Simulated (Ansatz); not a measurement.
# What LaGaO3 (Pm-3m) distorts into

Wanted: the energy along a soft mode of LaGaO3 (Pm-3m) and the structure at the end.

Calculated with Ansatz 0.2.0; DFT PBEsol, scalar-relativistic, plane waves, PAW; PAW set soft_1.

## Step 1: Starting point

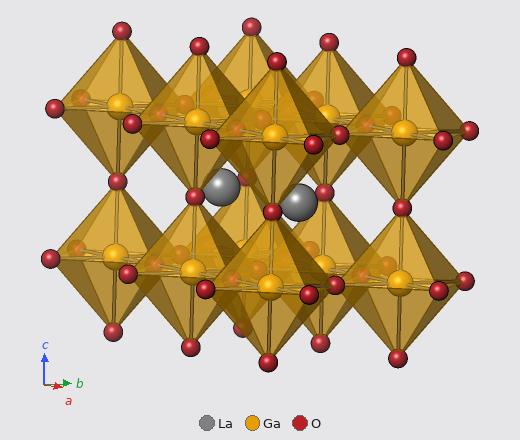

The cell as given, slightly off an axis (lanthanum grey, gallium orange, oxygen red). 2×1×1 cells are drawn. Some periodic images of atoms are drawn too.

## Step 2: The dispersion

The cell comes from relaxations at this level that are not shown. Stability and thermal properties need the whole zone. Linear response on a 4×4×4 q mesh gives force constants as far as a supercell of that size would, and the tensors from the zone-centre run are typed in so that the long-range dipole term is interpolated apart.

Input file input.yaml:

```yaml
crystal:
  lattice:
    - [3.8649841263, 0.0, 0.0]
    - [0.0, 3.8649841263, 0.0]
    - [0.0, 0.0, 3.8649841263]
  atoms:
    - { symbol: La, position: [0.5, 0.5, 0.5] }
    - { symbol: Ga, position: [0.0, 0.0, 0.0] }
    - { symbol: O, position: [0.0, 0.5, 0.0] }
    - { symbol: O, position: [0.0, 0.0, 0.5] }
    - { symbol: O, position: [0.5, 0.0, 0.0] }
kpoints:
  mp_grid: { grid: [8, 8, 8] }
hamiltonian:
  xc: pbesol
  pseudopotentials: { kind: paw, azcp: { folder: soft_1 }, xc_functional: pbe }
scf:
  occupations: { method: fixed }
output:
  eigenvalues: true
phonons:
  method: dfpt
  qmesh: [4, 4, 4]
  temperatures: { t_max: 1000, t_step: 50 }
  qpath:
    path:
      - [[0.0, 0.0, 0.0], [0.0, 0.5, 0.0], [0.5, 0.5, 0.0], [0.0, 0.0, 0.0], [0.5, 0.5, 0.5], [0.0, 0.5, 0.0]]
      - [[0.5, 0.5, 0.5], [0.5, 0.5, 0.0]]
    npoints: 10
  non_analytic_term:
    high_frequency_dielectric_tensor: [[5.2665, 0.0, 0.0], [0.0, 5.2665, 0.0], [0.0, 0.0, 5.2665]]
    born_effective_charges:
      - { species: La, tensor: [[4.4818, 0.0, 0.0], [0.0, 4.4818, 0.0], [0.0, 0.0, 4.4818]] }
      - { species: Ga, tensor: [[3.224, 0.0, 0.0], [0.0, 3.224, 0.0], [0.0, 0.0, 3.224]] }
      - { species: O, tensor: [[-2.4474, 0.0, 0.0], [0.0, -2.8111, 0.0], [0.0, 0.0, -2.4474]] }
      - { species: O, tensor: [[-2.4474, 0.0, 0.0], [0.0, -2.4474, 0.0], [0.0, 0.0, -2.8111]] }
      - { species: O, tensor: [[-2.8111, 0.0, 0.0], [0.0, -2.4474, 0.0], [0.0, 0.0, -2.4474]] }
    source: "zone-centre run at this cell"
```

On the command line:

```
ansatz run input.yaml --threads 4 --pin off --max-ram 10240MiB --backend cpu --events-out ev --progress --plain --runs-dir out
```

Numbers of over 12 decimals in the logs are rounded to 6 here.

The program printed:

```text
Engine: ansatz 0.2.0, aarch64-unknown-linux-gnu
Pseudopotentials: kind: paw
Pseudopotential: La, paw, valence charge 11, recommended cutoff 420 eV (normal), soft_1/La.paw.azcp
Pseudopotential: Ga, paw, valence charge 13, recommended cutoff 420 eV (normal), soft_1/Ga.paw.azcp
Pseudopotential: O, paw, valence charge 6, recommended cutoff 420 eV (normal), soft_1/O.paw.azcp
Functional definition: PBEsol
  exchange = pbesol_x
  correlation = pbesol_c
Crystal: 5 atoms, lattice volume = 57.736 Å³
Basis set: ecut = 420 eV, 1141 PW (Γ), exchange–correlation on 54×54×54 points (8 copies of the dense FFT grid, shifted against one another)
Bands: 26, of which v1, the nominal top of the filled ones, is band 21 counted from 1 (20 counted from 0)
Symmetry: 48 space group operations
k-points: 35 of 512
Non-local potential: La, projectors of the file, l = 0: 3, l = 1: 2, l = 2: 2, l = 3: 3
Non-local potential: Ga, projectors of the file, l = 0: 2, l = 1: 2, l = 2: 3, l = 3: 1
Non-local potential: O, projectors of the file, l = 0: 2, l = 1: 2, l = 2: 1
PAW form: soft (Blöchl's): semilocal exchange-correlation on the pseudo side does not see the compensation charge
PAW frozen core: La, regenerated for the run's functional, and the local potential with it (the file was generated under x = pbe(κ = 0.804, μ = 0.219515), c = pbe(β = 0.066725))
PAW frozen core: Ga, regenerated for the run's functional, and the local potential with it (the file was generated under x = pbe(κ = 0.804, μ = 0.219515), c = pbe(β = 0.066725))
PAW frozen core: O, regenerated for the run's functional, and the local potential with it (the file was generated under x = pbe(κ = 0.804, μ = 0.219515), c = pbe(β = 0.066725))
PAW one-centre angular grid: La, 590 points (default); XC on 64 Gauss nodes
PAW one-centre angular grid: Ga, 590 points (default); XC on 64 Gauss nodes
PAW one-centre angular grid: O, 110 points (default); XC on 64 Gauss nodes
Initial density: superposition of atomic densities (chi_scale 0.1, normalization cell, long waves kept (reshape's long-wave potential 0.00 eV rms))
Initial wavefunctions: pseudopotential atomic-orbital guess
Functional: x = pbesol(κ = 0.804, μ = 0.123457), c = pbesol(β = 0.046)
SCF iter   1: F=—  HF=-11593.449494 eV  |F-HF|=—  |Δ(HF+E_count)|=         —  Δρ=7.83e-2  dr2=1.91e0  ethr=3.10e-3  ⟨swp⟩=3.0  Hψ=3402  notcnv=0  defer=19
preconditioner: auto → Resta (q_TF=auto, 2.587 Å⁻¹)  ε∞=7.9  [insulator: Δε(μ)=2.392 eV  Ē_g=11.728 eV  n_scr=18 (ndim 8)  ℏωp=30.9 eV  f_vac=0.000  ε∞_Penn≈7.9]
SCF iter   2: F=—  HF=-11593.191132 eV  |F-HF|=—  |Δ(HF+E_count)|=   2.58e-1  Δρ=3.68e-2  dr2=3.99e-1  ethr=3.10e-3  ⟨swp⟩=3.7  Hψ=2134  notcnv=0  defer=47
SCF iter   3: F=—  HF=-11593.153842 eV  |F-HF|=—  |Δ(HF+E_count)|=   3.73e-2  Δρ=1.74e-2  dr2=9.58e-2  ethr=9.51e-4  ⟨swp⟩=2.0  Hψ=1742  notcnv=0  defer=25
SCF iter   4: F=—  HF=-11593.135170 eV  |F-HF|=—  |Δ(HF+E_count)|=   1.87e-2  Δρ=2.76e-3  dr2=3.14e-3  ethr=2.28e-4  ⟨swp⟩=2.4  Hψ=1707  notcnv=0  defer=74
SCF iter   5: F=—  HF=-11593.136619 eV  |F-HF|=—  |Δ(HF+E_count)|=   1.45e-3  Δρ=8.26e-4  dr2=2.89e-4  ethr=7.48e-6  ⟨swp⟩=2.2  Hψ=1716  notcnv=0  defer=103
SCF iter   6: F=—  HF=-11593.136531 eV  |F-HF|=—  |Δ(HF+E_count)|=   8.77e-5  Δρ=5.01e-4  dr2=8.73e-5  ethr=6.87e-7  ⟨swp⟩=2.0  Hψ=1638  notcnv=0  defer=103
SCF iter   7: F=—  HF=-11593.136470 eV  |F-HF|=—  |Δ(HF+E_count)|=   6.05e-5  Δρ=9.61e-5  dr2=3.81e-6  ethr=2.08e-7  ⟨swp⟩=2.0  Hψ=1491  notcnv=0  defer=104
SCF iter   8: F=—  HF=-11593.136478 eV  |F-HF|=—  |Δ(HF+E_count)|=   7.88e-6  Δρ=2.00e-5  dr2=2.57e-7  ethr=9.08e-9  ⟨swp⟩=2.0  Hψ=1575  notcnv=0  defer=93
SCF iter   9: F=—  HF=-11593.136478 eV  |F-HF|=—  |Δ(HF+E_count)|=   6.68e-8  Δρ=4.01e-6  dr2=7.09e-9  ethr=6.12e-10  ⟨swp⟩=2.1  Hψ=1482  notcnv=0  defer=70
SCF iter  10: F=—  HF=-11593.136478 eV  |F-HF|=—  |Δ(HF+E_count)|=   1.99e-9  Δρ=5.14e-7  dr2=1.58e-10  ethr=1.69e-11  ⟨swp⟩=2.0  Hψ=1587  notcnv=0  defer=64
SCF iter  11: F=—  HF=-11593.136478 eV  |F-HF|=—  |Δ(HF+E_count)|=  2.18e-11  Δρ=1.25e-7  dr2=1.03e-11  ethr=1.00e-12  ⟨swp⟩=2.4  Hψ=1623  notcnv=0  defer=65
SCF iter  12: F=-11593.136478 eV  HF=-11593.136478 eV  |F-HF|=3.64e-12  |Δ(HF+E_count)|=  7.28e-12  Δρ=4.33e-8  dr2=1.06e-12  ethr=1.00e-12  ⟨swp⟩=10.4  Hψ=5066  notcnv=0
SCF 1 converged in 12 iterations: F = -11593.136478 eV  dr2 = 1.06e-12
  greatest PAW one-centre occupation: 0.998 electrons in one spin orbital (limit 2), on the Ga atom at site 1 (counted from 0), in its partial waves of l = 2
NSCF: frozen V_eff on 35 k-points
NSCF: frozen V_eff on 125 k-points
DFPT response loops at q = (0, 0, 0) (fractional): preconditioner auto → none (the input reference at scf.mixing.eps_inf says where Resta's filter doesn't serve); β = 0.50; Broyden in place of MSR1
NSCF: frozen V_eff on 400 k-points
DFPT response loops at q = (0, 0, 0.25) (fractional): preconditioner auto → Resta (q_TF=auto, 2.587 Å⁻¹)  ε∞=4.2 (no band partly filled); β = 1.00, the filter's whole step (`scf.mixing.beta` (0.50) is not read by the response loops at its default; to damp them type it under 1.00, their step now; it binds the ground state too); Broyden in place of MSR1
NSCF: frozen V_eff on 250 k-points
DFPT response loops at q = (0, 0, -0.5) (fractional): mixed as the last ones told, above
NSCF: frozen V_eff on 640 k-points
DFPT response loops at q = (0, 0.25, 0.25) (fractional): mixed as the last ones told, above
NSCF: frozen V_eff on 400 k-points
DFPT response loops at q = (0, 0.25, -0.5) (fractional): mixed as the last ones told, above
NSCF: frozen V_eff on 250 k-points
DFPT response loops at q = (0, -0.5, -0.5) (fractional): mixed as the last ones told, above
NSCF: frozen V_eff on 1024 k-points
DFPT response loops at q = (0.25, 0.25, 0.25) (fractional): preconditioner auto → none (the input reference at scf.mixing.eps_inf says where Resta's filter doesn't serve); β = 0.50; Broyden in place of MSR1
NSCF: frozen V_eff on 640 k-points
DFPT response loops at q = (0.25, 0.25, -0.5) (fractional): preconditioner auto → Resta (q_TF=auto, 2.587 Å⁻¹)  ε∞=4.2 (no band partly filled); β = 1.00, the filter's whole step (`scf.mixing.beta` (0.50) is not read by the response loops at its default; to damp them type it under 1.00, their step now; it binds the ground state too); Broyden in place of MSR1
NSCF: frozen V_eff on 400 k-points
DFPT response loops at q = (0.25, -0.5, -0.5) (fractional): mixed as the last ones told, above
NSCF: frozen V_eff on 250 k-points
DFPT response loops at q = (-0.5, -0.5, -0.5) (fractional): preconditioner auto → none (the input reference at scf.mixing.eps_inf says where Resta's filter doesn't serve); β = 0.50; Broyden in place of MSR1
SCF converged after 12 iterations
Free energy (F): -11593.136478 eV
Harris-Foulkes:  -11593.136478 eV  (|F-HF|=3.64e-12)
Internal energy: -11593.136478 eV  (E = F + TS)
E sigma→0 (E₀):  -11593.136478 eV
Fermi energy:    11.551969 eV
--- Per-component energies (eV) ---
  E_band       = 75.637912
  E_kinetic    = 805.871031
  E_local      = -2418.787293  (includes V_loc(G=0)·N_el)
  E_nonlocal   = 162.280108
  E_hartree    = 1316.424277
  E_xc         = -418.033401
  E_vxc        = -475.073185  (∫ρ·V_xc dr)
  E_paw        = -7763.448487  (= ΣΔE_a)
  E_vpaw       = -631.503499  (= ΣTr[D̂ρ^β])
  E_aug_tail   = 0.002240  (compensation charges beyond the density's cutoff)
  E_ewald      = -3278.582831
  E_core_change = 1.137879  (= ΣΔE_core)
  E_smearing   = -0.000000  (= −TS)
  E_closure    = 0.000000  (closes the sum)
  Σ components = -11593.136478   (vs F -11593.136478, Δ=0.00e0)
--- Band table (eV; the first three rows and the last of 35) ---
  k-point 0: bands = [... 17 lower, 10.2006, 11.3217, 11.3217, 11.3217, 14.8989, 14.8989, 15.4525, 15.8440, ... 1 higher]
  k-point 1: bands = [... 17 lower, 10.1258, 10.9758, 11.2346, 11.2346, 15.0955, 15.1761, 15.8277, 15.9284, ... 1 higher]
  k-point 2: bands = [... 17 lower, 10.0230, 10.2329, 10.9980, 10.9980, 15.4207, 15.6290, 15.7916, 15.9779, ... 1 higher]
  k-point 34: bands = [... 17 lower, 11.5392, 11.5520, 11.5520, 11.5520, 15.7311, 15.7311, 15.7311, 15.9396, ... 1 higher]
--- Phonons (Γ-DFPT): 4 representative perturbations + reference (Σ response iterations 14) ---
  ASR residual: 3.761e-5 → 0.000e0 eV/Å²; symmetrization residual: 7.303e-7 eV/Å²
  ASR residual per site (eV/Å²): 1.02e-5 3.73e-5 3.76e-5 3.76e-5 3.76e-5
  Γ frequencies (cm⁻¹): 0.00 0.00 0.00 66.92 66.92 66.92 175.46 175.46 175.46 250.66 250.66 250.66 653.69 653.69 653.69
--- Phonons (arbitrary-q DFPT): 10 irreducible q on the 4×4×4 mesh ---
  q = [0.0000, 0.0000, 0.0000] (star 1, of the zone-centre solve; hermiticity 6.68e-8, symmetrization 1.36e-12): -0.00 -0.00 0.00 66.92 66.92 66.92 175.46 175.46 175.46 250.66 250.66 250.66 653.69 653.69 653.69
  q = [0.0000, 0.0000, 0.2500] (star 6, 9 solved perturbations in 1560 linear systems a pass and spin channel, the states on 200 of 512 k-point pairs; hermiticity 9.94e-8, symmetrization 1.20e-12): 49.54 49.54 111.04 111.04 128.52 205.33 205.33 218.20 223.01 251.68 251.68 452.27 653.53 653.53 703.39
  q = [0.0000, 0.0000, -0.5000] (star 3, 9 solved perturbations in 975 linear systems a pass and spin channel, the states on 125 of 512 k-point pairs; hermiticity 1.26e-7, symmetrization 1.04e-12): 57.32 57.32 142.01 142.01 179.59 235.53 235.53 250.35 250.35 250.61 263.19 455.74 653.39 653.39 690.84
  q = [0.0000, 0.2500, 0.2500] (star 12, 9 solved perturbations in 2460 linear systems a pass and spin channel, the states on 320 of 512 k-point pairs; hermiticity 5.73e-8, symmetrization 4.30e-14): 45.58 56.13 71.60 121.18 150.99 174.02 215.19 227.76 255.15 287.63 300.60 448.98 590.43 653.24 736.06
  q = [0.0000, 0.2500, -0.5000] (star 12, 15 solved perturbations on 200 of 512 k-point pairs; hermiticity 8.76e-8, symmetrization 7.28e-14): -54.47 59.30 78.26 120.58 177.36 190.31 248.39 252.20 257.14 310.66 328.73 446.03 558.22 652.93 739.65
  q = [0.0000, -0.5000, -0.5000] (star 3, 9 solved perturbations in 975 linear systems a pass and spin channel, the states on 125 of 512 k-point pairs; hermiticity 4.97e-8, symmetrization 1.34e-13): -174.98 59.63 73.22 73.22 200.64 232.33 232.33 267.54 267.54 352.75 352.75 438.10 491.05 652.44 752.24
  q = [0.2500, 0.2500, 0.2500] (star 8, 4 solved perturbations in 1376 linear systems a pass and spin channel, the states on 512 of 512 k-point pairs; hermiticity 4.45e-8, symmetrization 3.12e-13): -53.88 60.44 60.44 86.49 86.49 110.37 246.83 266.40 266.40 322.54 322.54 437.49 588.41 588.41 762.10
  q = [0.2500, 0.2500, -0.5000] (star 12, 9 solved perturbations in 2460 linear systems a pass and spin channel, the states on 320 of 512 k-point pairs; hermiticity 6.49e-8, symmetrization 2.23e-13): -113.68 22.59 68.03 79.07 106.41 108.44 254.61 267.84 308.01 339.70 344.97 426.81 541.39 586.31 768.94
  q = [0.2500, -0.5000, -0.5000] (star 6, 9 solved perturbations in 1560 linear systems a pass and spin channel, the states on 200 of 512 k-point pairs; hermiticity 8.00e-8, symmetrization 1.71e-13): -194.53 -89.60 -89.60 81.51 101.39 101.39 260.84 309.33 309.33 362.20 362.20 408.64 488.49 566.31 779.26
  q = [-0.5000, -0.5000, -0.5000] (star 1, 4 solved perturbations in 350 linear systems a pass and spin channel, the states on 125 of 512 k-point pairs; hermiticity 2.97e-8, symmetrization 2.80e-13): -212.99 -212.99 -212.99 94.43 94.43 94.43 311.92 311.92 311.92 373.91 373.91 373.91 485.80 485.80 789.62
  sum rule: each row above includes the acoustic sum rule's correction from the zone centre's row sums; it moved no ω² by more than (0.80 cm⁻¹)²
  mesh force constants: q→R imaginary residual 1.63e-18; ASR residual 3.761e-5 → 0.000e0 eV/Å²; symmetrization residual 2.132e-14 eV/Å²
  interpolated dispersion: 63 rows × 15 modes
  density of states and harmonic sums: on the 16×16×16 q-mesh, interpolated from the force constants of a 4×4×4 supercell (with the dipole–dipole term of supplied tensors)
  largest difference from the sums on the solved wave vectors: F 2.43e-2 eV, S 2.63e-5 and C_V 1.05e-5 eV/K
  zero-point energy: 0.267392 eV/cell   skipped modes (ω ≤ 0): 153, of them read as no rigid motion or as one in doubt: 150 (8.779e-1 modes/cell left out, lowest -212.99 cm⁻¹)   left out of the sums: 5.86e-2 of the cell's modes: C_V's classical limit lies that fraction below 3 k_B per atom; for a crystal, a wire or a layer, F and S can be off by more, and a phonons.interpolated_qmesh denser along its periods is the remedy for the sampling
```

Elapsed: 13 min, on 4 threads of Arm Neoverse V1, shared host; peak memory 2.3 GiB; 50 min of CPU time.

Reading the cycles: dr2 is the Hartree energy of the density residual (eV), the measure of convergence; HF is the Harris–Foulkes estimate of the energy, which meets the free energy F at convergence.

This step gave:

```yaml
gap_on_the_k_mesh: 3.347 eV
volume_per_atom: 11.55 Å³
sum_rule_residual_before_enforcement: 3.76e-5 eV/Å²
lowest_frequency_on_the_path: -213.0 cm⁻¹
point_group: m-3m
highest_frequency_on_the_path_or_at_a_solved_wavevector: 789.6 cm⁻¹
highest_optical_mode_at_the_zone_centre_no_lo_to_term: 653.7 cm⁻¹
lowest_optical_zone_centre_mode: 66.92 cm⁻¹
lowest_mode_on_the_q_mesh_acoustic_modes_at_gamma_apart: -213.0 cm⁻¹
```

Frequencies (cm⁻¹) solved at each irreducible wavevector; negative means imaginary. Frequencies by wavevector, by row:

```csv
q in reciprocal lattice units,star,mode 1,mode 2,mode 3,mode 4,mode 13,mode 14,mode 15
0 0 0,1,0,0,0,66.9,653.7,653.7,653.7
0 0 0.25,6,49.5,49.5,111,111,653.5,653.5,703.4
0 0 -0.5,3,57.3,57.3,142,142,653.4,653.4,690.8
0 0.25 0.25,12,45.6,56.1,71.6,121.2,590.4,653.2,736.1
0 0.25 -0.5,12,-54.5,59.3,78.3,120.6,558.2,652.9,739.6
0 -0.5 -0.5,3,-175,59.6,73.2,73.2,491.1,652.4,752.2
0.25 0.25 0.25,8,-53.9,60.4,60.4,86.5,588.4,588.4,762.1
0.25 0.25 -0.5,12,-113.7,22.6,68,79.1,541.4,586.3,768.9
0.25 -0.5 -0.5,6,-194.5,-89.6,-89.6,81.5,488.5,566.3,779.3
-0.5 -0.5 -0.5,1,-213,-213,-213,94.4,485.8,485.8,789.6
```

Interpolated from a 4×4×4 q mesh, with the LO-TO term (at Γ the limit along the path; where Γ stands inside the path, tables give the limit on arrival). Phonon branches along the path, in cm⁻¹:

```csv
point,branch 1,branch 2,branch 3,branch 4,branch 12,branch 13,branch 14,branch 15
Γ,0,0,0,67,451,654,654,713
X,57,57,142,142,456,653,653,691
M,-175,60,73,73,438,491,652,752
Γ,0,0,0,67,451,654,654,713
R,-213,-213,-213,94,374,486,486,790
X,57,57,142,142,456,653,653,691
jump to R,-213,-213,-213,94,374,486,486,790
M,-175,60,73,73,438,491,652,752
```

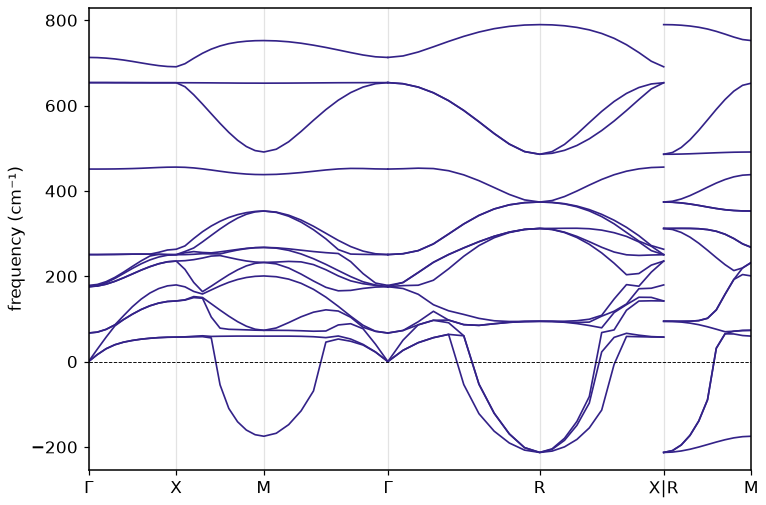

Phonon branches along the path.

Symmetry leaves 10 wavevectors to solve. The lowest mode among them, the acoustic zeros apart, lies at q = (-0.5, -0.5, -0.5) and is imaginary, 213.0i cm⁻¹, so the energy falls along it.

## Step 3: The mode frozen in, largest atomic shift 0 Å

The mode followed lies at q = (-0.5, -0.5, -0.5) with frequency 213.0i cm⁻¹ and is 3-fold degenerate, the softest among the wavevectors solved. At small amplitude the distorted cell has space group no. 74 by a symmetry search on the positions. The undistorted cell that holds it gives the zero of energy on the same k mesh.

System of this step: LaGaO3. Symmetry: Pm-3m, No. 221, cubic system. Conventional cell: a = 3.865 Å, b = 3.865 Å, c = 3.865 Å, α = 90.00°, β = 90.00°, γ = 90.00°. Nearest to La lie 12 O at 2.73 Å. Nearest to Ga lie 6 O at 1.93 Å. Nearest to O lie 2 Ga at 1.93 Å and 4 La at 2.73 Å. Farther neighbours and most contacts between anions are not listed.

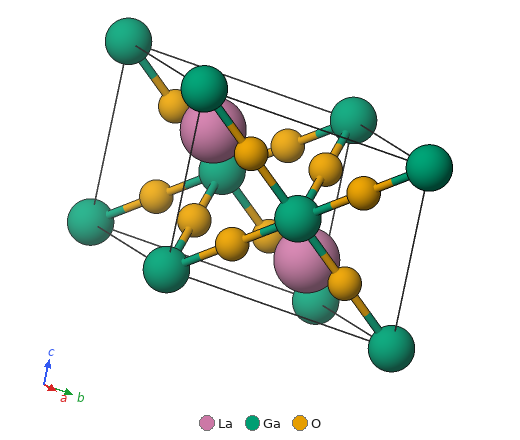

The cell of this step (lanthanum pink, gallium teal, oxygen orange). Some periodic images of atoms are drawn too.

Input file input.yaml:

```yaml
crystal:
  lattice:
    - [3.8649841263, 3.8649841263, 0.0]
    - [3.8649841263, 0.0, 3.8649841263]
    - [3.8649841263, 0.0, -3.8649841263]
  atoms:
    - { symbol: La, position: [0.5, 0.25, 0.75] }
    - { symbol: La, position: [0.5, 0.75, 0.25] }
    - { symbol: Ga, position: [0.0, 0.0, 0.0] }
    - { symbol: Ga, position: [0.0, 0.5, 0.5] }
    - { symbol: O, position: [0.5, 0.75, 0.75] }
    - { symbol: O, position: [0.5, 0.25, 0.25] }
    - { symbol: O, position: [0.0, 0.25, 0.75] }
    - { symbol: O, position: [0.0, 0.75, 0.25] }
    - { symbol: O, position: [0.0, 0.25, 0.25] }
    - { symbol: O, position: [0.0, 0.75, 0.75] }
kpoints:
  mp_grid: { grid: [6, 6, 6] }
hamiltonian:
  xc: pbesol
  pseudopotentials: { kind: paw, azcp: { folder: soft_1 }, xc_functional: pbe }
scf:
  occupations: { method: gaussian, width: 0.02 }
output:
  forces: true
  stress: true
  eigenvalues: true
```

The program printed:

```text
[...]
Crystal: 10 atoms, lattice volume = 115.471 Å³
Basis set: ecut = 420 eV, 2229 PW (Γ), exchange–correlation on 80×80×80 points (8 copies of the dense FFT grid, shifted against one another)
Bands: 52, of which v1, the nominal top of the filled ones, is band 42 counted from 1 (41 counted from 0)
Symmetry: 96 space group operations
[...]
k-points: 16 of 216
[...]
k-point 0: bands = [... 38 lower, 11.5392, 11.5520, 11.5520, 11.5520, 14.8989, 14.8989, 15.4524, 15.7310, ... 6 higher]
  k-point 1: bands = [... 38 lower, 11.3050, 11.4491, 11.4737, 11.4737, 15.1862, 15.1862, 15.7147, 15.7147, ... 6 higher]
  k-point 2: bands = [... 38 lower, 11.2747, 11.2747, 11.3438, 11.3438, 15.5320, 15.5320, 15.6840, 15.6840, ... 6 higher]
  k-point 15: bands = [... 38 lower, 10.6672, 10.6832, 11.2173, 11.2663, 15.5917, 15.5989, 15.6653, 15.7757, ... 6 higher]
[key lines of the parts left out:]
SCF converged after 9 iterations
Free energy (F): -23186.272722 eV
Fermi energy:    13.225458 eV
P = ⅓ Tr σ = -0.0015 GPa (-0.015 kbar)
```

Elapsed: 2.4 s, on 4 threads; peak memory 0.53 GiB; 8.5 s of CPU time.

This step gave:

```
pressure                         : -0.001541 GPa
energy from the undistorted cell : 0 meV/atom
```

At this level the gap is 3.35 eV on the k-mesh of the self-consistent run, which can miss the band edges.

[end of part 1 of 3]

[Logs are printed without paths, hosts, clocks, repeated set-up lines and the standing remarks that a program may print on its own settings, such as how far it seeks lower states.]

[Hosts, paths, dates, database ids (printed as entryN), source tags and the programs' standing remarks are cut or masked in the printed files.]
